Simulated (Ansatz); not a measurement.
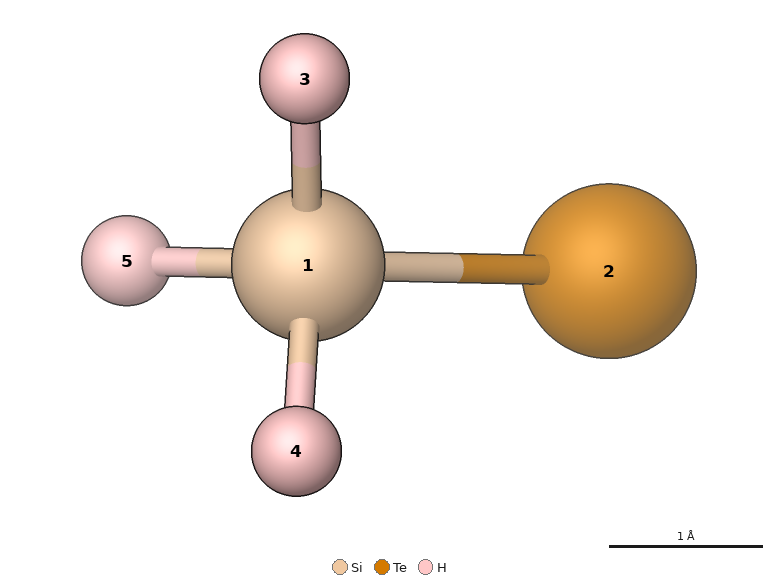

Orthographic view. Atoms fade into the background with distance from the viewer. The species is neutral and a spin doublet. The computed structure is the end point of a PBE-D4/def2-SVP optimisation. No frequency run is at hand to confirm it as a minimum.

Write a Z-matrix (Å, degrees) in the order of the atom numbers, with these reference atoms: 2 to 1; 3 to 1, 2; 4 to 1, 3, 2; 5 to 1, 4, 3.

```
Si 
Te   1   2.508
H    1   1.504   2   112.5
H    1   1.504   3   109.1   2   125.5
H    1   1.508   4   109.1   3  -119.1
```
